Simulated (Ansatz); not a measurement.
## Electronic structure of Cl3FHOTa in real space

```csv
atom,x (Å),y (Å),z (Å)
Ta,-0.0629,0.0636,-0.0089
F,1.8116,-0.0128,0.0283
Cl,0.0514,0.0219,2.3569
Cl,0.0718,-0.0576,-2.3485
Cl,-1.1681,2.0872,-0.0291
O,-1.1858,-1.4386,0.0420
H,-1.4893,-2.0395,0.7354
```

Core potentials replace the inner electrons of Ta.

Method: RKS B3LYP/def2-SVP (Ansatz 0.2.0).

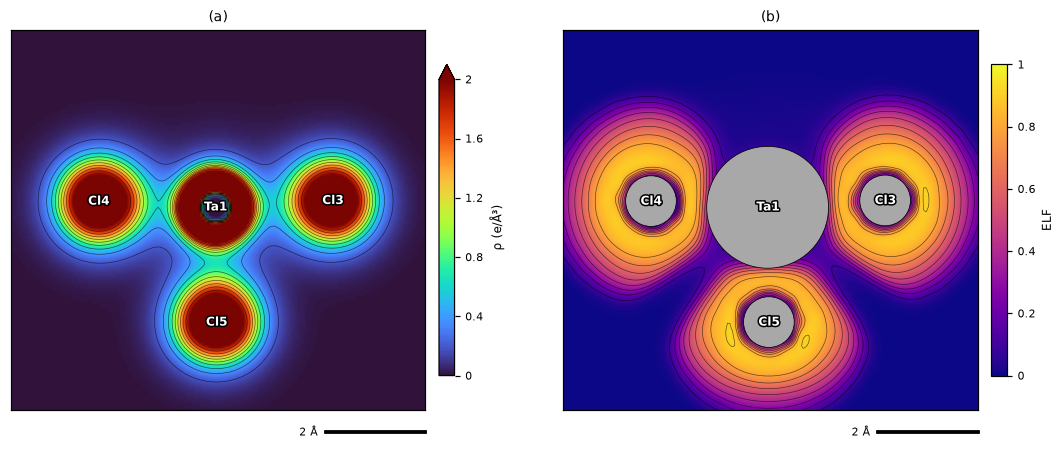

Figure 1. (a) electron density; (b) ELF on the plane of atoms Cl4, Ta1 and Cl5. Grey discs cover the atomic cores in the ELF map.

What does the map show?

- Atoms in the plane: Ta and Cl.
- Ta–Cl (2.31 Å): ρ at the midpoint is about 0.67 e/Å³; the ELF peaks at about 0.85 in the valence shell of Cl, 0.8 Å from its nucleus, and is about 0.40 at the midpoint.
- Ta–Cl (2.35 Å): ρ at the midpoint is about 0.61 e/Å³; the ELF peaks at about 0.90 in the valence shell of Cl, 0.8 Å from its nucleus, and is about 0.35 at the midpoint.

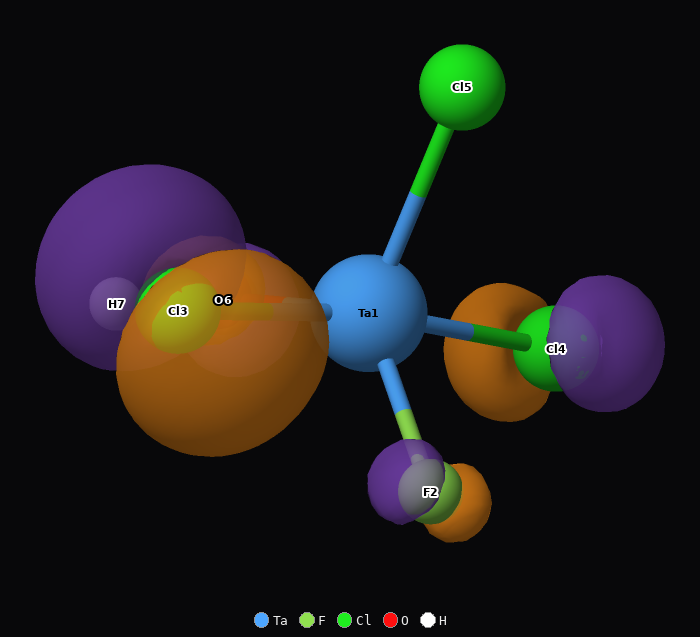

Figure 2. The HOMO−1 at ±0.15 Å⁻³ᐟ² (orange and purple are the two phases), seen from one side.

Describe this orbital and give its energy.

Its weight (Hirshfeld) is mainly on Cl3 (about 65 %), Cl4 (about 10 %) and O6 (about 10 %). Its energy is −9.04 eV.

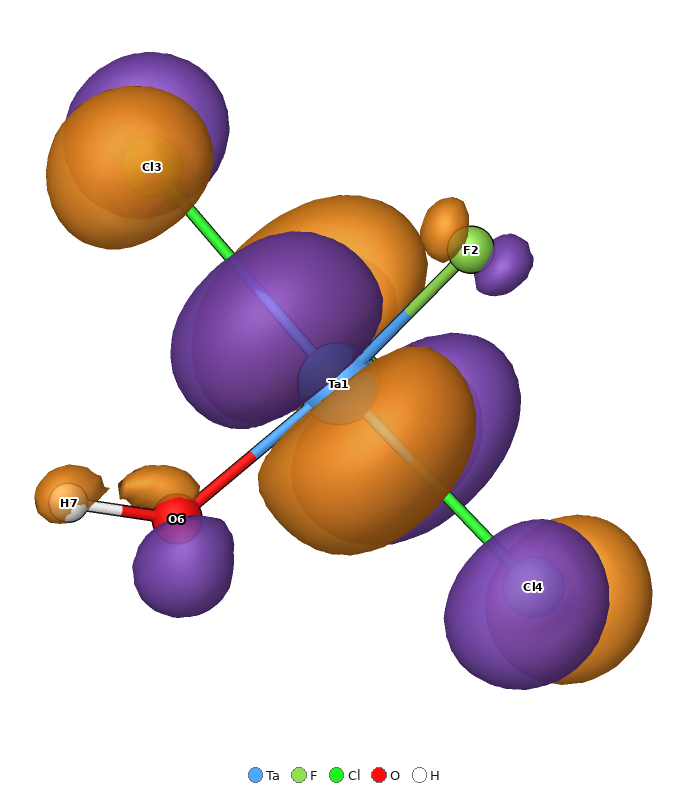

Figure 3. The LUMO at ±0.1 Å⁻³ᐟ² (orange and purple are the two phases), seen at a tilt.

What is the character of this orbital?

By Hirshfeld shares it lies mainly on Ta1 (about 65 %), Cl5 (about 10 %), Cl4 (about 10 %) and Cl3 (about 10 %). Its energy is −3.64 eV.
